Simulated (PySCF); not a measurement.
Vertical excitations of a molecule C₄H₉Al from TDA-ωB97X/def2-SVPD in PySCF, as energy in eV (oscillator strength): 5.83 (0.230), 6.37 (0.107), 6.82 (0.007), 6.91 (0.010), 7.46 (0.012), 7.52 (0.073), 7.67 (0.019), 7.81 (0.035), 7.92 (0.148), 7.94 (0.174). Lowest triplet (TDA): 3.91 eV. Coordinates come from a B3LYP-D3(BJ)/def2-SVP optimisation. One conformer was computed; it need not be the lowest.

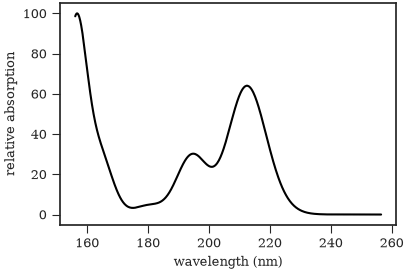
The lines broadened by 0.4 eV.

Q: Which structure fits?
A. C=[CH][Al]([CH3])[CH3]
B. C=C[CH2][AlH][CH3]
C. C=[CH][AlH][CH2]C

A: B, C=C[CH2][AlH][CH3]
